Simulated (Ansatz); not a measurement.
Consider TiO₂ in the anatase structure (space group I4_1/amd, No. 141; a = 3.770 Å, c = 9.555 Å). Axes: x, y, z lie along a, b, c of the conventional cell.

It is then changed as follows: biaxial strain +2.46 %, plane normal [001], relaxed out of plane (Cartesian); in-plane vectors clamped, the third vector and the atoms free.

Computed with PBEsol (Ansatz, a quantum-chemistry and plane-wave program, PAW, without spin-orbit coupling), earlier PAW set.

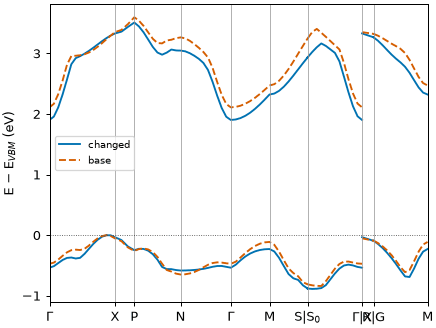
Highest valence and lowest conduction band along the path, each from its own valence-band maximum

Task: From the figure, how large is the changed gap, and is it direct?

Result: About 1.9 eV, indirect, Γ–X (87 % along) → Γ.

Whether these cells are dynamically stable was not tested. All final runs are without spin polarisation.
